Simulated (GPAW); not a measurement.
Band structure of InH (P6_3mc, 4 atoms in the cell).

```
CELL_PARAMETERS angstrom
      3.43086     0.00000     0.00000
     -1.71543     2.97121     0.00000
      0.00000     0.00000     6.74451
ATOMIC_POSITIONS crystal
  In 0.33333 0.66667 0.34358
  In 0.66667 0.33333 0.84358
  H  0.33333 0.66667 0.03142
  H  0.66667 0.33333 0.53142
```

Method of the run: PBEsol, GPAW PAW datasets PBEsol (made by gpaw-setup) (plane waves; GPAW).

Settings: mode = pw; ecut = 800 eV; xc = PBEsol; kpts = 8 8 4; mesh shift (steps) = 0 0 0; occupations.name = methfessel-paxton; occupations.width = 0.136 eV; occupations.order = 0; nbands = -10; convergence.forces = 0.001 eV/Å; symmetry.symmorphic = false; symmetry.tolerance = 0.0005; maxiter = 150; bandpath_npoints = 40.

The starting cell comes from a database of computed structures (which also holds hypothetical and non-ambient phases and stackings), without a prior relaxation at this level.

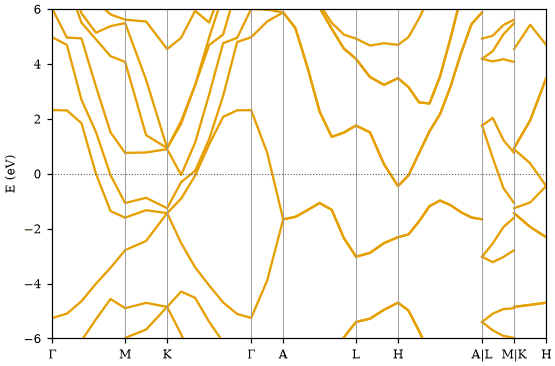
Bands along the path, energies from the Fermi level.

Levels in eV from the Fermi level, bands 11 to 18:
| point | 11 | 12 | 13 | 14 | 15 | 16 | 17 | 18 |
|---|---|---|---|---|---|---|---|---|
| Γ | -9.57 | -6.74 | -5.25 | 2.32 | 4.97 | 6.01 | 7.79 | 7.79 |
| M | -5.98 | -4.90 | -2.78 | -1.60 | -1.07 | 0.76 | 4.08 | 5.49 |
| K | -4.85 | -4.85 | -1.43 | -1.43 | -1.25 | 0.90 | 0.94 | 0.94 |
| A | -8.72 | -8.72 | -1.66 | -1.66 | 5.88 | 5.88 | 8.43 | 8.43 |
| L | -5.40 | -5.40 | -3.02 | -3.02 | 1.76 | 1.76 | 4.19 | 4.19 |
| H | -4.70 | -4.70 | -2.31 | -2.31 | -0.45 | -0.45 | 3.48 | 3.48 |

Bands cross the Fermi level along this path, so the cell is metallic at this level.
